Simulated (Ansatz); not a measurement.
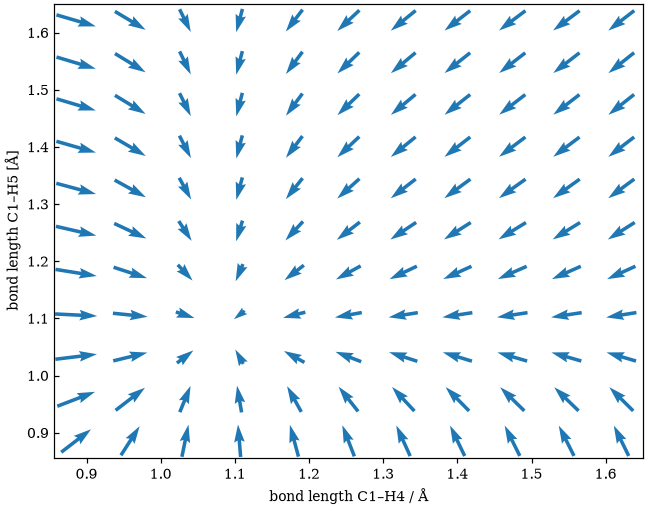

CH4FSi, SMILES [CH2-][SiH2]F, charge −1. Coordinates scanned: (1) bond length C1–H4; (2) bond length C1–H5. Nothing is relaxed (all other coordinates rigid). Grid: 11 × 11 points. Points are written as (first, second). The reference is spin-restricted, which grows unreliable where a bond is stretched far. The calculation used RKS BHLYP-D4/def2-TZVPD (Ansatz 0.2.0).

Drawn: arrows along the force (downhill), their lengths compressed.

**The arrows alone are given. Where is the energy lowest?**

The arrows converge at about (1.080 Å, 1.080 Å) (read from the interpolated surface).

The energy map of the same scan:

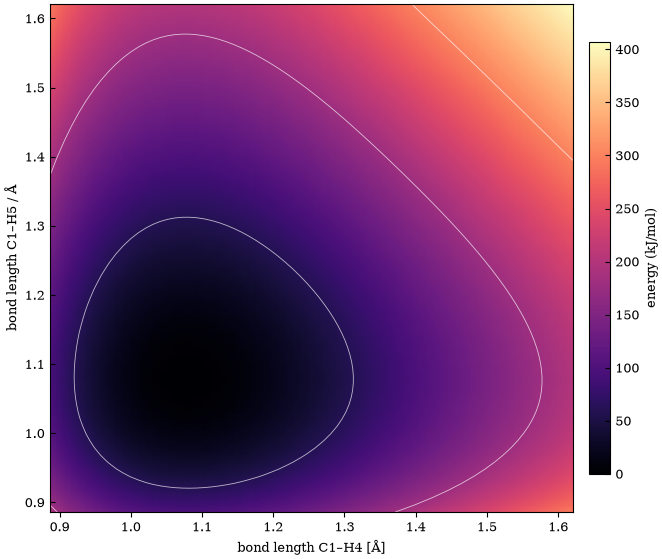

Energies are in kJ/mol, from the relaxed molecule at the same level; between grid points the surface is interpolated.
